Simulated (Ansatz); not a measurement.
# The potential step between two gates: black phosphorene bilayer, AB

Two oppositely charged gates put a neutral stack in a displacement field D. The voltage between them is D/ε₀ times an electrical distance, shorter than the real one because the stack screens.

Set-up. Ansatz 0.2.0, plane waves with PAW datasets (its set soft_1), PBE-D3(BJ); isolated slab, charged sheets 5 Å from the outer atoms behind model barriers, atoms held. Voltages count from the uncharged case.

```
  run  D/ε₀ (V/nm)  step in an electron's potential, upper less lower gate (eV)
run 1       −1.810                                                       −1.441
run 2        0.000                                                        0.000
run 3        0.905                                                        0.721
run 4        1.810                                                        1.441
run 5        2.714                                                        2.161
run 6        3.619                                                            ?
```

Q: Estimate the withheld value from the rows shown.

A least-squares line through the 5 rows shown has slope 0.7962 and intercept 0.0001; no row lies more than 0.001 eV off it. The size of the slope, 0.796 nm, is the electrical distance; the sheets are 1.724 nm apart, and screening reaches beyond the outer atoms. At 3.619 it gives 0.7962 × 3.619 + 0.0001 = 2.882 eV, beyond the rows fitted. Rounding and scatter of the rows alone allow about ±0.001 eV there.

The run itself gives 2.881 eV: a miss of −0.001 eV, or 0.0 % of the value. Screening stays linear to within 1 % over this range.

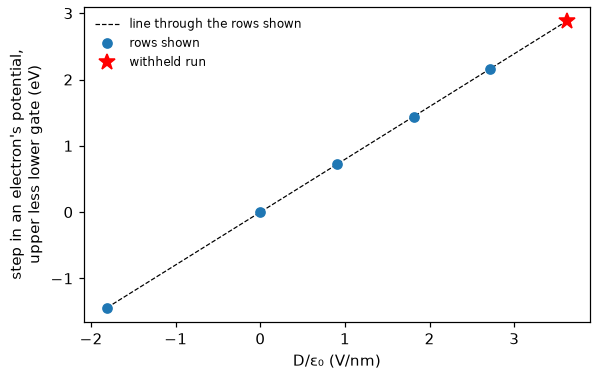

The fit and the withheld run.

**Limits.** The gates are model sheets, not atoms.

[Logs are printed without paths, hosts, clocks, repeated set-up lines and the standing remarks that a program may print on its own settings, such as how far it seeks lower states.]
